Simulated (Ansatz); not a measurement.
# Sc3PdC4: a short molecular-dynamics run

What does Sc3PdC4 do over 20 steps of 1 fs at constant energy, with velocities drawn for 100 K? The cell is a randomly packed cell of 16 atoms, taken as it stands, without a relaxation.

Program: Ansatz 0.2.0. Level of theory: DFT PBE, plane waves, PAW, scalar-relativistic, no spin polarisation. These are calculated values, not measurements.

## 1. Starting point

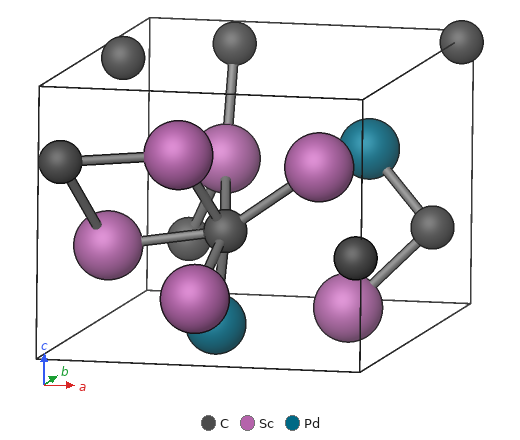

Start, viewed slightly off an axis; carbon dark grey, scandium pink, palladium blue. Each atom of the cell is drawn once.

Coordinates:

```xyz
16
Lattice="6.2205 0.8453 0.0304 -0.1097 5.8807 -0.2408 0.0352 0.3790 5.2286" Properties=species:S:1:pos:R:3 pbc="T T T"
C     6.0286    6.3407    4.8641
C     1.7714    5.4789    4.7156
C     0.8439    5.2504    0.8827
C     0.2427    0.3994    3.6349
Sc    0.4607    2.1547    1.5548
Sc    4.3323    4.5388    0.0223
Sc    1.8952    4.5938    2.7158
Sc    4.3930    3.1064    3.1504
C     5.8543    5.0998    1.5623
C     2.6189    2.7100    1.8655
C     0.2528    3.6285    4.8034
C     5.8656    6.8081    1.8463
Pd    2.2070    3.1382   -0.0975
Pd    4.3171    5.8140    2.7793
Sc    2.7975    0.6680    1.1001
Sc    2.2279    1.4089    3.6631
```

## 2. Molecular dynamics

File input.yaml:

```yaml
crystal:
  lattice:
    - [6.220476, 0.845329, 0.030421]
    - [-0.109744, 5.880654, -0.240803]
    - [0.035216, 0.379024, 5.228591]
  atoms:
    - { symbol: C, position: [0.97914, 0.875297, 0.964895] }
    - { symbol: C, position: [0.294075, 0.828922, 0.938356] }
    - { symbol: C, position: [0.149619, 0.857941, 0.207468] }
    - { symbol: C, position: [0.035396, 0.017982, 0.695821] }
    - { symbol: Sc, position: [0.078205, 0.335039, 0.312332] }
    - { symbol: Sc, position: [0.708076, 0.668043, 0.030911] }
    - { symbol: Sc, position: [0.313926, 0.700601, 0.549854] }
    - { symbol: Sc, position: [0.709552, 0.386529, 0.616202] }
    - { symbol: C, position: [0.951809, 0.709393, 0.325934] }
    - { symbol: C, position: [0.425533, 0.375719, 0.371623] }
    - { symbol: C, position: [0.044997, 0.549721, 0.943731] }
    - { symbol: C, position: [0.958263, 0.99461, 0.393342] }
    - { symbol: Pd, position: [0.363287, 0.481334, 0.0014] }
    - { symbol: Pd, position: [0.70582, 0.850679, 0.566634] }
    - { symbol: Sc, position: [0.449167, 0.035527, 0.209416] }
    - { symbol: Sc, position: [0.356681, 0.142865, 0.70509] }
kpoints:
  mp_grid: { grid: [3, 3, 3] }
magnetization:
  spin_polarized: false
scf:
  occupations: { method: fermi_dirac, width: 0.1 }
hamiltonian:
  pseudopotentials: { kind: paw }
  xc: pbe
basis:
  ecutwfc: 420
md:
  timestep: 1.0
  n_steps: 20
  ensemble: nve
  temperature: 100.0
  initial_velocities: maxwell_boltzmann
  seed: 846431
```

Command:

```
$ ansatz run input.yaml --threads 2 --pin off --max-ram 2560MiB --backend cpu --events-out ev --progress --plain --runs-dir out
```

The program printed (excerpt; [...] marks lines left out):

```text
Warning: md: disabling space-group detection — thermal motion breaks the input geometry's symmetry, so no spatial operation reduces the k-mesh or symmetrises the density; time reversal is kept, so that k and −k are solved as one point where they differ and the mesh holds both, and exact [...]
Warning: RAYON_NUM_THREADS=2 ignored (pool sized by the plan → 2); use --threads N
[...]
Pseudopotentials: kind: paw
Pseudopotential: C, paw, valence charge 4, recommended cutoff 420 eV (normal), C.paw.azcp
Pseudopotential: Sc, paw, valence charge 11, recommended cutoff 420 eV (normal), Sc.paw.azcp
Pseudopotential: Pd, paw, valence charge 18, recommended cutoff 420 eV (normal), Pd.paw.azcp
Functional definition: PBE
[...]
Crystal: 16 atoms, lattice volume = 192.302 Å³
Basis set: ecut = 420 eV, 3771 PW (Γ), exchange–correlation on 90×80×72 points (8 copies of the dense FFT grid, shifted against one another)
Bands: 83, of which v1, the nominal top of the filled ones, is band 67 counted from 1 (66 counted from 0)
Symmetry: 1 space group operations
k-points: 14 of 27 (time reversal used)
[...]
SCF iter   1: F=—  HF=-28754.010100 eV  |F-HF|=—  |Δ(HF+E_count)|=         —  Δρ=1.10e-2  dr2=3.29e-1  ethr=1.77e-3  ⟨swp⟩=5.9  Hψ=4383  notcnv=0
[...]
md step     0: t =     0.00 fs  T =   100.0 K  F+E_penalty+E_count = -28753.97143115 eV  E_kin = 0.193890 eV  conserved = -28753.77754115 eV  (10 SCF iters)
[...]
md step     6: t =     6.00 fs  T =   608.5 K  F+E_penalty+E_count = -28754.95860188 eV  E_kin = 1.179788 eV  conserved = -28753.77881383 eV  (4 SCF iters)
[...]
md step     7: t =     7.00 fs  T =   760.7 K  F+E_penalty+E_count = -28755.25415211 eV  E_kin = 1.474962 eV  conserved = -28753.77918974 eV  (3 SCF iters)
```

## 3. The output, continued

The log, continued (excerpt; [...] marks lines left out):

```text
SCF iter   1: F=—  HF=-28755.573269 eV  |F-HF|=—  |Δ(HF+E_count)|=         —  Δρ=2.51e-5  dr2=8.29e-7  ethr=4.24e-9  ⟨swp⟩=4.2  Hψ=2822  notcnv=0
[...]
md step     8: t =     8.00 fs  T =   925.1 K  F+E_penalty+E_count = -28755.57326875 eV  E_kin = 1.793693 eV  conserved = -28753.77957621 eV  (3 SCF iters)
[...]
md step    11: t =    11.00 fs  T =  1459.6 K  F+E_penalty+E_count = -28756.61070353 eV  E_kin = 2.829955 eV  conserved = -28753.78074894 eV  (4 SCF iters)
[...]
md step    14: t =    14.00 fs  T =  1988.1 K  F+E_penalty+E_count = -28757.63726454 eV  E_kin = 3.854796 eV  conserved = -28753.78246852 eV  (5 SCF iters)
[...]
md step    17: t =    17.00 fs  T =  2414.7 K  F+E_penalty+E_count = -28758.46573263 eV  E_kin = 4.681783 eV  conserved = -28753.78394977 eV  (5 SCF iters)
[...]
md step    20: t =    20.00 fs  T =  2699.8 K  F+E_penalty+E_count = -28759.01853403 eV  E_kin = 5.234701 eV  conserved = -28753.78383296 eV  (8 SCF iters)
SCF converged after 8 iterations
Free energy (F): -28759.018534 eV
[...]
E sigma→0 (E₀):  -28758.889860 eV
Entropy (-TS):   -0.257347 eV (-16.084 meV/atom)
Fermi energy:    13.895172 eV
[...]
--- Forces (eV/Å), atoms counted from 1 ---
  atom   1  C      1.91548059    -0.30874035     2.22774880
  atom   2  C     -1.59377446    -0.74887377    -0.06648027
  atom   3  C     -0.16691350    -1.55229130    -0.35044649
  atom   4  C     -0.24872767     1.72890112     2.50677990
  atom   5  Sc    -0.58844615     0.42426107    -1.28022267
  atom   6  Sc    -0.16813891     0.19606753     1.36077772
  atom   7  Sc    -0.59750146    -0.82956233     0.88959710
  atom   8  Sc     0.80576048    -0.53971240     0.71978580
[...]
--- MD trajectory: 20 steps, t = 0.0 → 20.0 fs ---
  final state: T = 2699.8 K   F+E_penalty+E_count = -28759.01853403 eV   E_kin = 5.234701 eV
  conserved energy: peak-to-peak 6.409e-3 eV (4.005e-4 eV/atom) over 20.0 fs
```

Run time: 2.9 min. Hardware: 2 threads of Arm Neoverse V2, shared host; peak memory 0.69 GiB.

## 4. What the atoms did

The trajectory, every 2 steps (energies from step 0); msd is the mean square displacement from the start, the centre of mass held:

```csv
time (fs),T (K),potential energy change (meV/atom),total energy change (meV/atom),msd C (Å²),msd Sc (Å²),msd Pd (Å²)
0.0,100,0.0,0.00,0.000,0.000,0.000
2.0,178,-9.5,-0.01,0.000,0.000,0.000
4.0,353,-30.6,-0.04,0.001,0.000,0.000
6.0,608,-61.7,-0.08,0.003,0.000,0.000
8.0,925,-100.1,-0.13,0.007,0.000,0.000
10.0,1278,-142.9,-0.18,0.015,0.001,0.000
12.0,1641,-187.0,-0.23,0.027,0.001,0.000
14.0,1988,-229.1,-0.31,0.045,0.002,0.001
16.0,2289,-265.7,-0.39,0.070,0.004,0.001
18.0,2523,-294.1,-0.39,0.102,0.006,0.001
20.0,2700,-315.4,-0.39,0.141,0.008,0.002
```

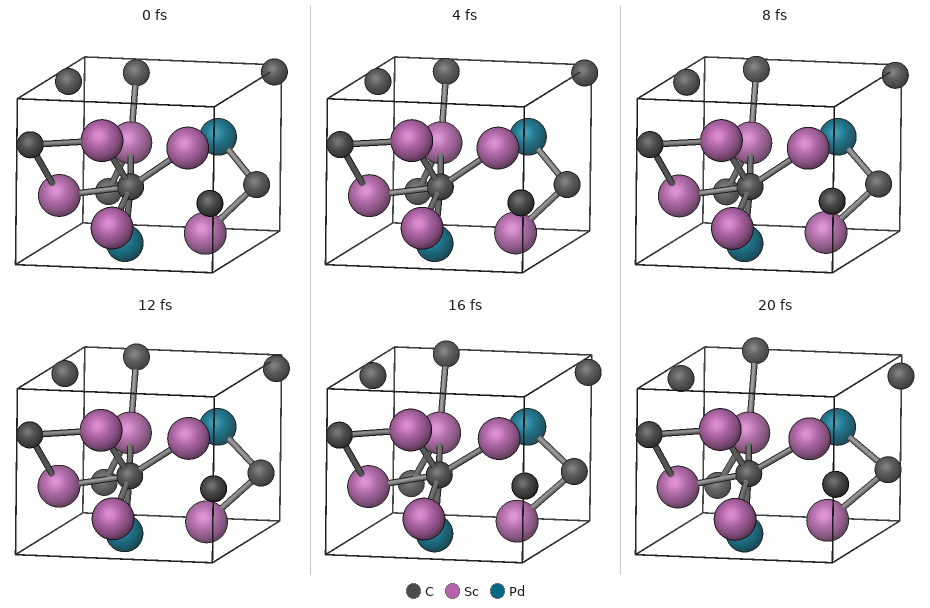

Six frames of the run, seen slightly off an axis. Each atom of the cell is drawn once. Atoms are followed across the cell's faces. Sticks are the contacts of the first frame, kept unless stretched by 40 %.

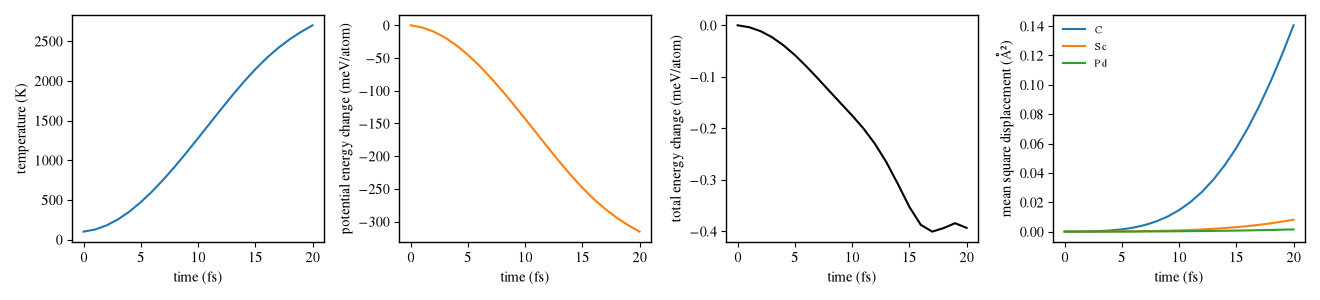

Traces against time; each panel has its own scale.

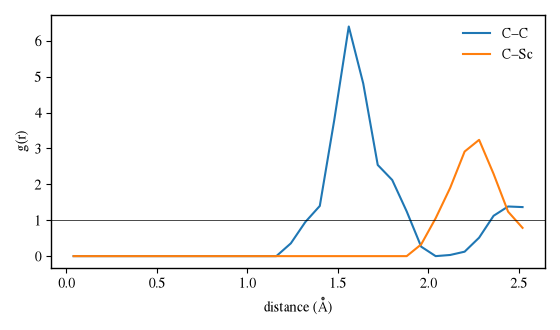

Pair distribution functions over the second half of the run, in bins of 0.08 Å, lightly smoothed, out to 2.6 Å.

First peaks of g(r) (not always the tallest), and, where a minimum follows, the mean number of second-named atoms round a first-named one up to the next minimum:

```
pair  peak (Å)  height  minimum (Å)  neighbours
 C–C      1.56     6.4         2.04         2.2
```

## 5. Positions and forces

Positions (Å) and forces (eV/Å):

```xyz
16
Lattice="6.220 0.845 0.030 -0.110 5.881 -0.241 0.035 0.379 5.229" Properties=species:S:1:pos:R:3:forces:R:3 pbc="T T T" time_fs=3.0 T=254 dE=-0.2992
C     6.038    6.330    4.846    1.172   -0.959   -2.938
C     1.767    5.486    4.744    0.162    1.155    1.371
C     0.827    5.257    0.882   -2.835    1.692   -1.428
C     0.238    0.409    3.637   -0.384   -0.065   -0.427
Sc    0.462    2.155    1.551   -1.705   -0.135   -0.652
Sc    4.337    4.546    0.030    1.163    0.272    0.967
Sc    1.902    4.589    2.715   -2.164   -1.396    0.268
Sc    4.397    3.108    3.149    1.568   -1.165   -0.172
C     5.862    5.102    1.563    2.524    0.636    1.138
C     2.613    2.709    1.860    0.303   -1.015    1.472
C     0.244    3.624    4.803   -2.096   -0.113   -1.602
C     5.890    6.809    1.860    0.922   -0.289    2.599
Pd    2.206    3.135   -0.098    0.721   -0.902   -0.354
Pd    4.313    5.816    2.778   -0.692    0.270   -0.252
Sc    2.798    0.667    1.097    2.321    0.904   -0.830
Sc    2.223    1.404    3.662   -0.983    1.110    0.839
16
Lattice="6.220 0.845 0.030 -0.110 5.881 -0.241 0.035 0.379 5.229" Properties=species:S:1:pos:R:3:forces:R:3 pbc="T T T" time_fs=7.0 T=761 dE=-1.2827
C     6.064    6.305    4.790    1.286   -0.700   -2.366
C     1.762    5.507    4.796   -0.098    0.649    1.131
C     0.774    5.283    0.864   -2.490    1.391   -1.384
C     0.228    0.420    3.634   -0.260   -0.181   -0.640
Sc    0.459    2.156    1.543   -1.667   -0.075   -0.716
Sc    4.346    4.557    0.042    0.872    0.145    0.958
Sc    1.903    4.579    2.715   -2.278   -1.189    0.374
Sc    4.406    3.106    3.146    1.510   -1.116   -0.016
C     5.900    5.113    1.576    2.341    0.501    1.219
C     2.608    2.695    1.870    0.264   -0.851    1.362
C     0.210    3.617    4.785   -1.534   -0.047   -1.672
C     5.933    6.807    1.907    0.584   -0.203    2.447
Pd    2.206    3.129   -0.098    0.656   -0.736   -0.400
Pd    4.307    5.820    2.777   -0.630    0.231   -0.456
Sc    2.805    0.669    1.090    2.335    1.068   -0.695
Sc    2.214    1.402    3.664   -0.889    1.112    0.856
16
Lattice="6.220 0.845 0.030 -0.110 5.881 -0.241 0.035 0.379 5.229" Properties=species:S:1:pos:R:3:forces:R:3 pbc="T T T" time_fs=10.0 T=1278 dE=-2.2862
C     6.095    6.280    4.727    1.596   -0.352   -1.656
C     1.758    5.529    4.846   -0.383    0.111    1.104
C     0.713    5.316    0.840   -2.205    0.926   -1.587
C     0.217    0.427    3.627   -0.160   -0.118   -0.573
Sc    0.453    2.156    1.536   -1.520   -0.026   -0.816
Sc    4.355    4.566    0.054    0.589    0.080    1.033
Sc    1.900    4.568    2.715   -2.301   -1.029    0.445
Sc    4.417    3.103    3.144    1.437   -1.045    0.154
C     5.948    5.125    1.597    2.066    0.449    1.250
C     2.607    2.678    1.888    0.134   -0.606    1.101
C     0.170    3.611    4.757   -0.944   -0.031   -1.749
C     5.971    6.804    1.962    0.212   -0.241    1.903
Pd    2.206    3.124   -0.099    0.621   -0.607   -0.302
Pd    4.302    5.823    2.775   -0.644    0.161   -0.618
Sc    2.816    0.673    1.083    2.314    1.262   -0.556
Sc    2.206    1.402    3.667   -0.811    1.067    0.866
16
Lattice="6.220 0.845 0.030 -0.110 5.881 -0.241 0.035 0.379 5.229" Properties=species:S:1:pos:R:3:forces:R:3 pbc="T T T" time_fs=13.0 T=1818 dE=-3.3361
C     6.137    6.253    4.653    2.164   -0.003   -0.792
C     1.751    5.552    4.903   -0.776   -0.446    1.160
C     0.635    5.354    0.803   -2.026    0.181   -1.776
C     0.206    0.434    3.616   -0.124    0.237    0.176
Sc    0.444    2.156    1.527   -1.261    0.079   -0.966
Sc    4.365    4.575    0.068    0.326    0.067    1.169
Sc    1.892    4.556    2.716   -2.158   -0.950    0.540
Sc    4.431    3.097    3.143    1.313   -0.929    0.343
C     6.011    5.140    1.626    1.691    0.713    1.146
C     2.607    2.657    1.915   -0.047   -0.284    0.759
C     0.124    3.605    4.716   -0.361   -0.029   -1.899
C     6.009    6.799    2.031   -0.209   -0.750    0.475
Pd    2.207    3.119   -0.100    0.641   -0.487   -0.110
Pd    4.296    5.825    2.773   -0.690    0.079   -0.735
Sc    2.831    0.680    1.075    2.253    1.511   -0.359
Sc    2.195    1.405    3.672   -0.736    1.011    0.869
16
Lattice="6.220 0.845 0.030 -0.110 5.881 -0.241 0.035 0.379 5.229" Properties=species:S:1:pos:R:3:forces:R:3 pbc="T T T" time_fs=17.0 T=2415 dE=-4.4943
C     6.218    6.217    4.547    2.515    0.058    0.810
C     1.732    5.577    4.992   -1.365   -0.841    0.746
C     0.510    5.406    0.735   -1.314   -1.000   -1.312
C     0.190    0.446    3.605   -0.042    1.198    2.268
Sc    0.428    2.156    1.512   -0.875    0.336   -1.199
Sc    4.379    4.587    0.090    0.041    0.119    1.325
Sc    1.874    4.536    2.720   -1.540   -0.945    0.701
Sc    4.452    3.087    3.142    1.058   -0.700    0.560
C     6.113    5.170    1.678    0.690    1.513    0.456
C     2.606    2.625    1.958   -0.301    0.144    0.267
C     0.059    3.597    4.641    0.394    0.109   -2.058
C     6.058    6.781    2.125   -0.739   -2.385   -2.982
Pd    2.209    3.111   -0.101    0.725   -0.295    0.232
Pd    4.287    5.829    2.770   -0.741   -0.003   -0.715
Sc    2.858    0.693    1.064    2.112    1.781   -0.027
Sc    2.179    1.411    3.681   -0.618    0.909    0.928
16
Lattice="6.220 0.845 0.030 -0.110 5.881 -0.241 0.035 0.379 5.229" Properties=species:S:1:pos:R:3:forces:R:3 pbc="T T T" time_fs=20.0 T=2700 dE=-5.0471
C     6.299    6.190    4.472    1.915   -0.309    2.228
C     1.707    5.589    5.065   -1.594   -0.749   -0.066
C     0.405    5.438    0.673   -0.167   -1.552   -0.350
C     0.177    0.465    3.615   -0.249    1.729    2.507
Sc    0.414    2.157    1.499   -0.588    0.424   -1.280
Sc    4.390    4.596    0.109   -0.168    0.196    1.361
Sc    1.858    4.520    2.724   -0.598   -0.830    0.890
Sc    4.471    3.077    3.142    0.806   -0.540    0.720
C     6.196    5.205    1.720   -0.787    1.794   -0.529
C     2.603    2.602    1.993   -0.460    0.387   -0.101
C     0.014    3.591    4.567    1.015    0.394   -1.952
C     6.089    6.749    2.173   -0.671   -3.324   -4.557
Pd    2.211    3.105   -0.102    0.789   -0.119    0.527
Pd    4.280    5.832    2.766   -0.724   -0.021   -0.544
Sc    2.883    0.707    1.055    1.995    1.827    0.147
Sc    2.166    1.418    3.690   -0.516    0.692    1.001
```

## 6. Results

| quantity | value |
| --- | --- |
| length | 20 steps of 1 fs |
| temperature, first and last step | 100 and 2700 K |
| temperature, second half | mean 2080 K, from 1278 to 2700 K |
| potential energy, second half | -240 meV/atom from the start |
| largest change of the total energy | 0.40 meV/atom |
| mean square displacement, second half | C 0.065, Sc 0.004, Pd 0.001 Å² |

The temperature starts at 100 K and averages 2080 K in the second half, where it still rises, from 1278 to 2700 K; the start was no minimum (force components up to 3.1 eV/Å), and the potential energy that it sheds (240 meV/atom) turns into motion. The total energy strays from its start by at most 0.40 meV/atom, 0.3 % of the mean kinetic energy, so a step of 1 fs is short enough over this time. Over the second half C atoms stand 0.3 Å (root mean square) from where they began, and the farthest move is 0.5 Å. Averages from a run of 20 fs with 16 atoms are rough.
